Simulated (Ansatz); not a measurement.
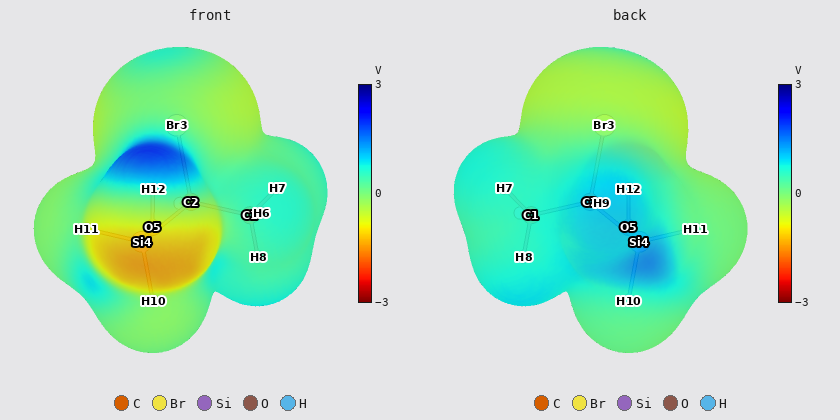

Figure. C2H7BrOSi. The molecular electrostatic potential painted on the density surface at 0.002 e/bohr³, seen from the front and from behind; red is negative and blue positive.

Method: RKS PBE/def2-SVP in Ansatz.

```xyz
12

C    -1.1126   -0.6185    0.9340
C     0.3561   -0.3727    0.6221
Br    1.0291    1.2073    1.6597
Si    0.7388    0.0801   -1.1965
O    -0.0113    1.5348   -1.5733
H    -1.7434    0.2252    0.5885
H    -1.2912   -0.7700    2.0175
H    -1.4491   -1.5333    0.3998
H     0.9962   -1.2060    0.9767
H     0.1294   -0.9423   -2.1127
H     2.2345    0.1098   -1.3611
H     0.2005    2.2304   -0.9205
```

Describe the electrostatic potential map.

Answer. The most negative region (about −1.4 V) lies over O5, the most positive (about +2.0 V) over H12. Br3 shows a σ-hole: about +0.6 V at the tip opposite its bond, against about 0.0 V on its flanks. O5 is the likeliest acceptor of a hydrogen bond.
